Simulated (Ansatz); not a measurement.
C$_{3}$H$_{8}$

The calculation's input:

```
crystal:
  periodic: [false, false, false]
  atoms:
    - {symbol: C, position_ang: [-1.180749, 0.953324, -0.451499]}
    - {symbol: C, position_ang: [-0.977327, 0.988443, 0.855333]}
    - {symbol: C, position_ang: [1.633589, -1.739117, 0.105621]}
    - {symbol: H, position_ang: [-0.629291, 0.275820, -1.094690]}
    - {symbol: H, position_ang: [2.199431, -2.408539, -0.541806]}
    - {symbol: H, position_ang: [-1.906409, 1.600401, -0.932655]}
    - {symbol: H, position_ang: [-1.528175, 1.665908, 1.499088]}
    - {symbol: H, position_ang: [-0.251071, 0.341039, 1.334988]}
    - {symbol: H, position_ang: [1.956158, -1.875820, 1.137636]}
    - {symbol: H, position_ang: [1.810017, -0.706653, -0.195694]}
    - {symbol: H, position_ang: [0.570874, -1.967204, 0.024043]}
basis:
  gaussian: {orbitals: def2-TZVPP}
hamiltonian: {xc: pbe0, dispersion: d4}
output: {orbitals: {seedname: orbitals}}
```

Run with:

```sh
ansatz run in.yaml --threads 2 --pin off --events-out ev --progress --plain --max-ram 4352MiB
```

Geometry: PBE0-D4/def2-TZVP; at this geometry the atoms fall into two loosely joined parts.

Method: Ansatz 0.2.0, RKS PBE0-D4/def2-TZVPP.

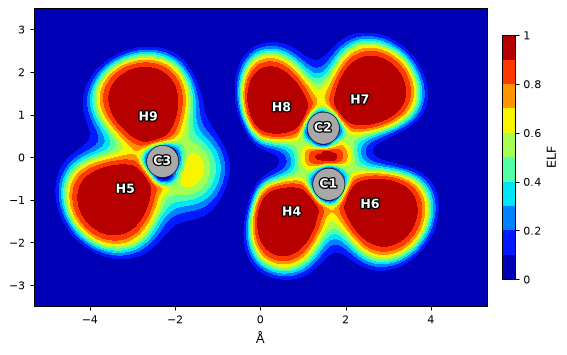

Figure 1. Electron localisation function on the plane of atoms C1, C2 and H7. Grey discs cover the atomic cores.

> Read the bonding off the picture.

- The section cuts through C and H sites.
- C–C (1.32 Å): the ELF peaks at about 0.95 between the atoms: a multiple bond.
- C–H (1.08 Å): the ELF climbs to about 1 towards the hydrogen, as it does in any bond to H; an ordinary covalent bond to hydrogen.

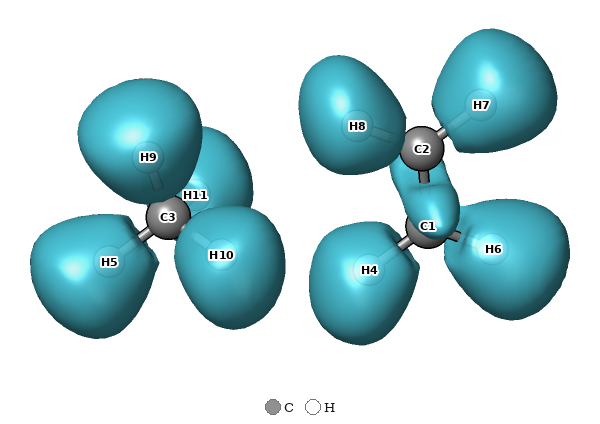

Figure 2. Isosurface of the ELF at 0.8 (cyan), seen at a tilt. Core shells and regions of very low density are left out.

> What do the ELF domains correspond to?

At this value the surface marks out one region between bonded C–C atoms (shared pairs) and eight regions around hydrogen nuclei.

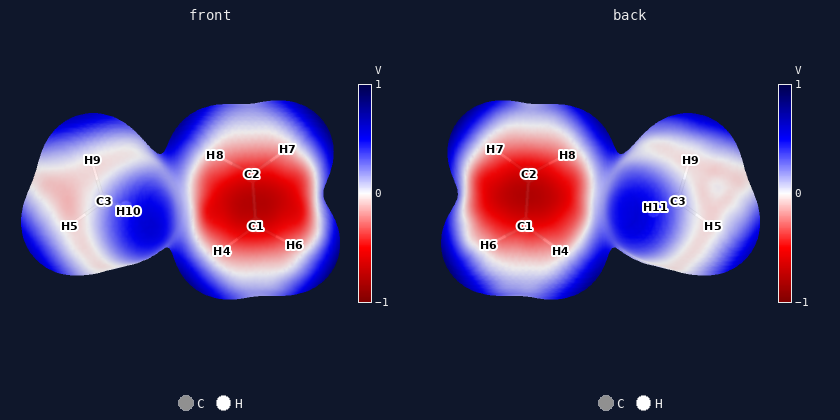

Figure 3. The electrostatic potential painted on the density surface at 0.002 e/bohr³, seen from the front and from behind; red is negative and blue positive.

> Describe the electrostatic potential map.

The most negative region (about −0.8 V) lies over the π face of C1 and C2, the most positive (about +0.8 V) over H4, H6 and H7.

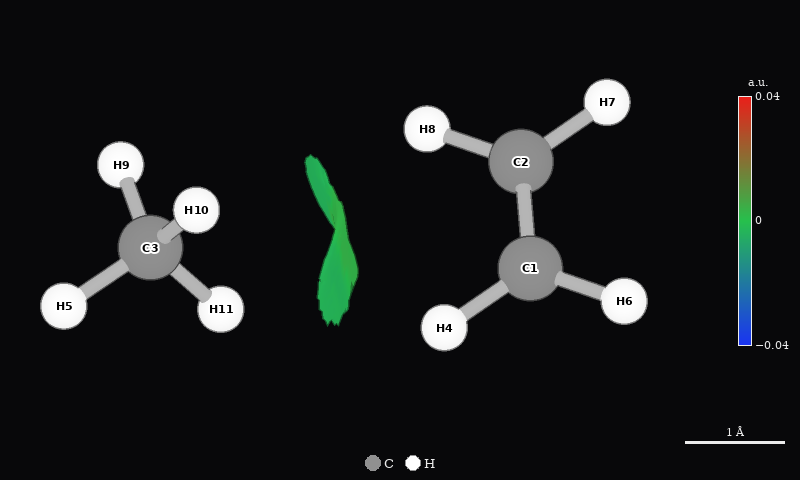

Figure 4. Non-covalent interaction (NCI) plot: the surface where the reduced density gradient is 0.5, for densities under 0.05 a.u., coloured by sign(λ₂)ρ; seen at a tilt.

> What holds or crowds the atoms apart from the covalent bonds?

Between H4 and C1 on one side and C3 and H10 on the other: a weak contact (green); between H8 and C2 on one side and C3 and H10 on the other: a weak contact (green).
